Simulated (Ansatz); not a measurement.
## Convergence study of shifted k-point meshes for LaOF (P4mm, 6 atoms in the cell)

```
LaOF
1.0
    4.08959     0.00000     0.00000
    0.00000     4.08959     0.00000
    0.00000     0.00000     5.84299
La O F
2 2 2
Direct
  0.50000   0.00000   0.72427
  0.00000   0.50000   0.28429
  0.00000   0.00000   0.50000
  0.50000   0.50000   0.50000
  0.50000   0.50000   0.00000
  0.00000   0.00000   0.00000
```

Method of the run: LDA (PW92), default PAW files made with PBE (plane waves; Ansatz, a first-principles code).

Base settings: basis.ecutwfc = 30.9 Ry; kpoints.mp_grid.grid = 6 6 4; hamiltonian.xc = lda; hamiltonian.pseudopotentials = {kind: paw} (the program's default PAW files); scf.occupations.method = fermi_dirac; scf.occupations.width = 0.0037 Ry.

In this ladder: kpoints.mp_grid.shift = 0.5 0.5 0.5.

Shifted meshes do not hold Γ, so a gap read on them misses any band edge there.

Only quantities that move along the ladder and can be compared are tabulated.

The count of work is k-points × plane waves × bands × iterations; it is no time. 

The starting cell comes from a database of computed structures (which also holds hypothetical and non-ambient phases and stackings), without a prior relaxation at this level. Its lattice was rescaled by up to half a per cent. One atom was moved a little off its site on purpose. In the base run, with a pressure of about -8 GPa the cell is away from its equilibrium volume at this level. Ansatz's pressure includes its estimate of the finite-basis (Pulay) stress.

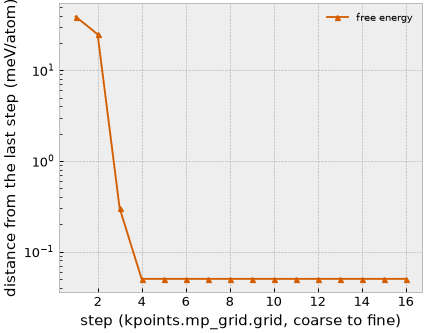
*Distance from the last step along the ladder; very small values are drawn at a floor.*

```csv
kpoints.mp_grid.grid,free energy less the last step's (meV/atom),pressure (GPa),largest difference of a force vector from the last step's (eV/Å),gap on the mesh (eV),count of work / last
2 2 1,-39.07,-8.44,0.146,4.583,0.0042
2 2 2,-24.90,-8.79,0.084,4.501,0.0042
3 3 2,0.30,-8.14,0.009,4.488,0.011
4 4 3,0.01,-8.16,0.001,4.427,0.022
5 5 4,-0.03,-8.16,0.000,4.346,0.044
6 6 4,-0.02,-8.16,0.000,4.339,0.044
6 6 5,-0.01,-8.16,0.000,4.316,0.067
7 7 5,-0.01,-8.16,0.000,4.333,0.11
8 8 6,0.01,-8.16,0.000,4.341,0.11
9 9 6,0.02,-8.16,0.000,4.325,0.17
10 10 7,-0.02,-8.16,0.000,4.316,0.22
11 11 8,0.00,-8.16,0.000,4.332,0.31
12 12 8,0.00,-8.16,0.000,4.325,0.31
13 13 9,0.00,-8.16,0.000,4.313,0.52
14 14 10,0.00,-8.16,0.000,4.321,0.52
16 16 11,0.00,-8.16,0.000,4.316,0.80
17 17 12,0.00,-8.16,0.000,4.316,1.0
```

Coarsest kpoints.mp_grid.grid that holds the forces within 0.005 eV/Å of the last step, with all finer ones: 4 4 3, at 0.022 of the last step's count of work; the step before is off by 0.009 eV/Å.

Coarsest kpoints.mp_grid.grid that holds the free energy within 0.5 meV/atom of the last step, with all finer ones: 3 3 2, at 0.011 of the last step's count of work; the step before is off by 25 meV/atom.

Coarsest kpoints.mp_grid.grid that holds the pressure within 0.5 GPa of the last step, with all finer ones: 3 3 2, at 0.011 of the last step's count of work; the step before is off by 0.64 GPa.

The gap on the mesh jumps up and down from mesh to mesh; it is no smooth measure of convergence.

Keys are those of Ansatz 0.2.
